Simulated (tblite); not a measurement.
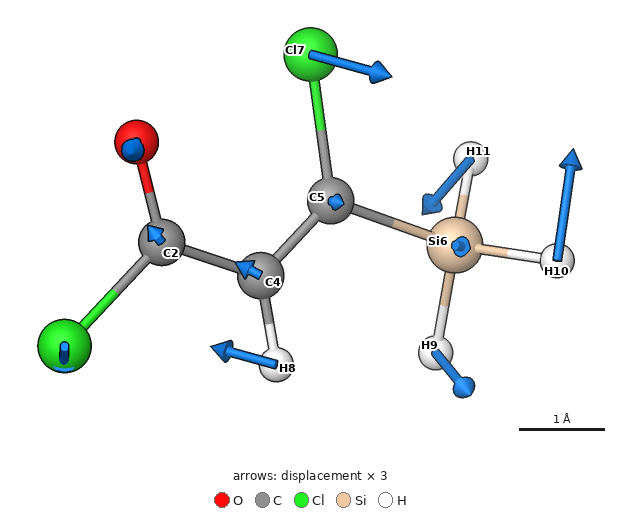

This is a relaxation of C3H4Cl2OSi. The starting structure is drawn; blue arrows show the displacements, magnified 3 times. The two geometries are superimposed by the best rigid fit.

The picture is a ball-and-stick view, seen at a tilt.

Theory: GFN2-xTB geometry optimisation, gas phase in tblite 0.8.0. 

Question: What did the optimiser do to the structure, and how much energy did it gain?

Answer: Over 100 geometry steps the energy falls by 0.524 eV. The atom that moves furthest after the best rigid fit is an H atom (0.47 Å). Largest moves by element: H 0.47 Å, Cl 0.38 Å, O 0.23 Å, C 0.12 Å, Si 0.11 Å. Some distances before and after: C–Si 1.828 → 1.906 Å, C–O 1.251 → 1.189 Å, C–Cl 1.767 → 1.706 Å, C–C 1.298 → 1.343 Å. Bond angles that change, for instance: Cl–C–C 121.1° → 110.8°, C–Si–H 114.0° → 106.6°, H–Si–H 104.9° → 112.0°. Groups turn about C–Si by about 25°.
